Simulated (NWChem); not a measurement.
# IF (iodine monofluoride): TPSSh/def2-SVPD (core potential)

What is the electronic atomisation energy of IF (iodine monofluoride) at TPSSh/def2-SVPD (core potential)? 

The calculation is run with NWChem 7.3.0.

4 further runs of the same task are left out: 4 set aside as unsound or not needed.

## 1. The system as given

IF has 2 atoms, charge 0, and is taken as a singlet. SMILES: `FI`. The bond length is the measured one.

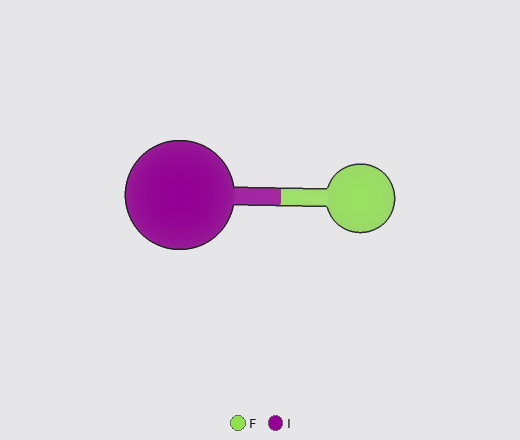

The structure, seen from a chosen angle (fluorine green, iodine purple).

## 2. The energy at TPSSh/def2-SVPD (core potential)

fi.nw

```
start fi
memory 2200 mb
geometry noautosym nocenter noautoz
  F        0.000000       0.000000       0.000000
  I        0.000000       0.000000       1.909759
end
basis spherical bse
  * library def2-SVPD
end
ecp bse
  I library def2-SVPD
end
dft
  xc xctpssh
  grid fine
  convergence energy 1e-08
  iterations 100
  mulliken
  noprint "final vectors analysis"
end
task dft
```

Launch:

```console
$ nwchem fi.nw > fi.out
```

What it wrote:

```text
[...]
          Wavefunction type:  closed shell.
          No. of atoms     :     2
          No. of electrons :    34
[...]
          Charge           :     0
          Spin multiplicity:     1
[...]
          AO basis - number of functions:    58
[...]
              XC Information
              --------------
                  TPSS hybrid Method XC Functional
                     Hartree-Fock (Exact) Exchange  0.100
                  TPSS metaGGA Exchange Functional  0.900
             TPSS03 metaGGA Correlation Functional  1.000
[...]
 d= 0,ls=0.0,diis     1   -397.2959791763 -4.60D+02  1.96D-02  3.00D-01     1.9
[...]
 d= 0,ls=0.0,diis     8   -397.3352760293  1.88D-10  3.44D-06  3.70D-08     9.2
         Total DFT energy =     -397.335276029324
      One electron energy =     -780.649401960862
           Coulomb energy =      353.521185527130
    Exchange-Corr. energy =      -32.552560271297
 Nuclear repulsion energy =       62.345500675704
[...]
      Total Density - Mulliken Population Analysis
     ---------------------------------------------
    Atom       Charge   Shell Charges
 -----------   ------   -------------------------------------------------------
    1 F    9     9.52   1.99  1.15  0.82  0.07  3.29  2.02  0.16  0.00  0.02
    2 I   25    24.48   0.22  1.83  1.39  0.53  0.00  3.10  2.95  2.47  1.89  0.04  9.80  0.27 -0.01
[...]
```

It took 9.9 s on 1 thread of Intel Xeon Platinum 8488C (Sapphire Rapids), shared host; peak memory 0.11 GiB.

## 3. The F atom, same level

f.nw

```
START f
memory total 2200 mb

GEOMETRY units atomic noautosym nocenter noautoz
F      0.00000000     0.00000000     0.00000000
END

BASIS "ao basis" spherical bse
* library def2-SVPD
END

DFT
xc xctpssh
mult 2
grid fine
convergence energy 1e-08
maxiter 100
mulliken
print low
END

TASK dft energy
```

Run the same way, it converges to -99.64890 Eh (log not shown).

## 4. The I atom, same level

i.xyz

```xyz
1

I      0.000000     0.000000     0.000000
```

i.nw

```
start i
memory stack 880 mb heap 220 mb global 1100 mb

geometry noautosym nocenter noautoz
  load format xyz i.xyz
end

basis spherical bse
  I library def2-SVPD
end

ecp bse
  I library def2-SVPD
end

dft
  xc xctpssh
  mult 2
  grid fine
  convergence energy 1e-08
  maxiter 100
  mulliken
  print low
end

task dft energy
```

Run the same way, it converges to -297.58078 Eh (log not shown).

## 5. Outcome

At TPSSh/def2-SVPD (core potential):

| quantity | value |
| --- | --- |
| molecule: total energy | -397.33528 Eh |
| molecule: dipole moment | 1.83 D |
| F atom: total energy | -99.64890 Eh |
| F atom: ⟨S²⟩ | 0.752 |
| I atom: total energy | -297.58078 Eh |
| I atom: ⟨S²⟩ | 0.752 |
| electronic atomisation energy | 2.873 eV |

**Reading.** Taking the molecule apart into free atoms costs 2.87 eV (277 kJ/mol), before zero-point energy and without spin-orbit coupling.
